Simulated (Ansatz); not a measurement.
# UB3LYP/6-31G(d) (spherical functions) run of BH2O (SMILES [BH]O)

Aim: the vertical ionisation energy of BH2O at UB3LYP/6-31G* (spherical functions), from 2 runs. 

The results are computed with Ansatz 0.2.0.

50 further runs of the same task are left out: 50 set aside as unsound or not needed.

## (1) The structure to begin with

BH2O has 4 atoms, charge 0, and is taken as a doublet. SMILES: `[BH]O`. The coordinates come from a PBE0-D4/def2-TZVP relaxation.

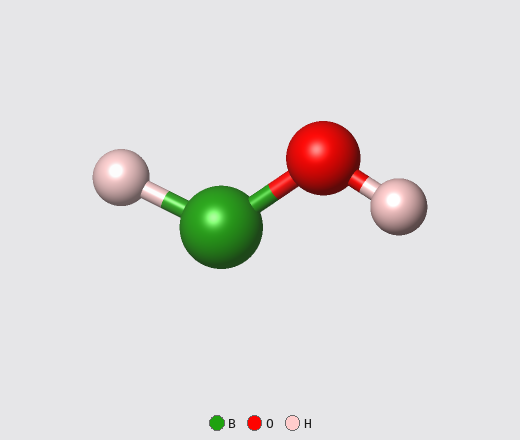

Viewed from a chosen angle; boron green, oxygen red, hydrogen pink.

## (2) The energy at UB3LYP/6-31G(d) (spherical functions)

Contents of input.yaml:

```yaml
crystal:
  periodic: [false, false, false]
  atoms:
    - symbol: B
      position_ang: [-0.006100, -0.485500, 0.388300]
    - symbol: O
      position_ang: [0.119700, 0.544500, -0.448600]
    - symbol: H
      position_ang: [-1.064200, -1.032400, 0.540300]
    - symbol: H
      position_ang: [1.006100, 0.913200, -0.500300]
basis:
  gaussian:
    orbitals: 6-31G_st_-spherical.json
magnetization:
  spin_polarized: true
  initial_magnetization: 1
hamiltonian:
  xc: {name: B3LYP}
accuracy: high
output:
  orbitals: {seedname: orbitals}
```

The basis set 6-31G* is read from a file made from the Basis Set Exchange's data (not shown).

Launch:

```sh
ansatz run input.yaml --threads 1 --pin off --max-ram 3480MiB --events-out events.jsonl --progress --plain --runs-dir runs
```

The program printed:

```text
Warning: RAYON_NUM_THREADS=1 ignored (pool sized by the plan → 1); use --threads N
Functional definition: B3LYP
  name "B3LYP"
  parameter a0 = 0.2
  parameter ax = 0.72
  parameter ac = 0.81
  exchange = (1 - a0 - ax)*slater_x + ax*b88_x + a0*exact_x
  correlation = (1 - ac)*vwn_rpa_c + ac*lyp_c
668 factors; integrals over basis functions are off by at most 2.7e-9 eV
mean field evaluation 1: about -2751.5187 eV, gradient 3.0e1 eV
mean field evaluation 2: about -2744.5482 eV, gradient 5.2e1 eV
mean field evaluation 4: about -2754.5609 eV, gradient 8.4e-1 eV
mean field evaluation 8: about -2754.5625 eV, gradient 1.2e-2 eV
mean field evaluation 16: about -2754.5625 eV, gradient 3.2e-6 eV
mean field -2754.56245505 eV, -101.2283031134 hartree, gradient 3.4e-8 eV, S^2 0.751188; 0 other end points of the search recorded, 0 dependent functions left out
reference -2754.56248109 eV, -101.2283040704 hartree; 8, 7 occupied and 24, 25 virtual orbitals, 668 factors
Total energy: -2754.56248109 eV, -101.2283040704 hartree
```

Wall time 1.7 s (1 thread of Arm Neoverse V1, shared host); peak memory 0.11 GiB.

## (3) The singlet cation at the same level

Contents of in.yaml:

```yaml
basis:
  gaussian:
    orbitals: 6-31G_st_-spherical.json
crystal:
  periodic: [false, false, false]
  atoms:
    - {symbol: B, position_ang: [-0.006100, -0.485500, 0.388300]}
    - {symbol: O, position_ang: [0.119700, 0.544500, -0.448600]}
    - {symbol: H, position_ang: [-1.064200, -1.032400, 0.540300]}
    - {symbol: H, position_ang: [1.006100, 0.913200, -0.500300]}
total_charge: 1
hamiltonian:
  xc: {name: B3LYP}
accuracy: high
output: {orbitals: {seedname: orbitals}}
```

The basis set 6-31G* is read from a file made from the Basis Set Exchange's data (not shown).

Launch:

```sh
ansatz run in.yaml --threads 1 --pin off --max-ram 3480MiB --events-out events.jsonl --progress --plain --runs-dir runs
```

The program printed, shortened:

```text
Warning: RAYON_NUM_THREADS=1 ignored (pool sized by the plan → 1); use --threads N
[... 7 set-up lines as earlier in the session ...]
668 factors; integrals over basis functions are off by at most 2.7e-9 eV
mean field evaluation 1: about -2731.0983 eV, gradient 9.1e1 eV
mean field evaluation 2: about -2629.1085 eV, gradient 2.0e2 eV
mean field evaluation 4: about -2746.1618 eV, gradient 6.5e0 eV
mean field evaluation 8: about -2746.2614 eV, gradient 5.7e-2 eV
mean field evaluation 16: about -2746.2614 eV, gradient 3.7e-6 eV
mean field -2746.26140632 eV, -100.9232451993 hartree, gradient 1.1e-8 eV, S^2 0.000000; 0 other end points of the search recorded, 0 dependent functions left out
reference -2746.26143020 eV, -100.9232460771 hartree; 7, 7 occupied and 25, 25 virtual orbitals, 668 factors
Total energy: -2746.26143020 eV, -100.9232460771 hartree
```

Run time: 1.1 s. Hardware: 1 thread of Arm Neoverse V1, shared host.

## (4) Results

Level: UB3LYP/6-31G* (spherical functions).

```
                                          quantity          value
                        doublet BH2O: total energy  -101.22830 Eh
  doublet BH2O: HOMO energy (highest over α and β)       -4.93 eV
   doublet BH2O: LUMO energy (lowest over α and β)       -0.82 eV
                                doublet BH2O: ⟨S²⟩          0.751
                      singlet cation: total energy  -100.92325 Eh
                       singlet cation: HOMO energy      -18.91 eV
                       singlet cation: LUMO energy      -11.43 eV
                     singlet cation: HOMO–LUMO gap        7.47 eV
vertical ionisation energy (to the singlet cation)       8.301 eV
```

**Reading.** Removing an electron at fixed nuclei costs 8.30 eV (801 kJ/mol). Only the singlet of the ionised species was computed; a triplet could lie lower.
